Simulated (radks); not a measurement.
The Hg²⁺ ion in the configuration [Xe] 4f14 5d10. It is put inside a hard spherical wall of varying radius. Theory: scalar-relativistic Kohn-Sham, PBE, spin-polarised, spherical densities, finite nucleus (computed with the in-house radial solver radks). Wanted, and plotted below: the pressure on the wall (left axis) and the energy above the free species (right axis).

The pressure grows from 0.0038 GPa at 7 bohr through 75 GPa at 3.5 bohr to 130000 GPa at 1.5 bohr, and the energy above the free species from 0.000834 eV through 4.52 eV to 962.2 eV. The pressure is −dE/dV with V = 4πR³/3.

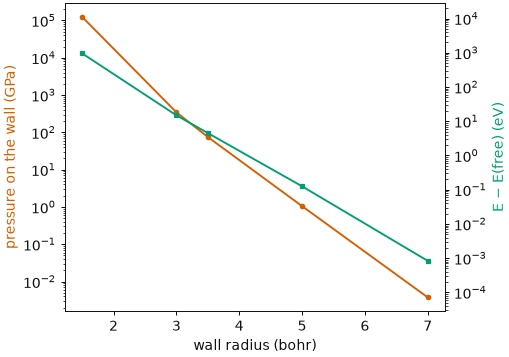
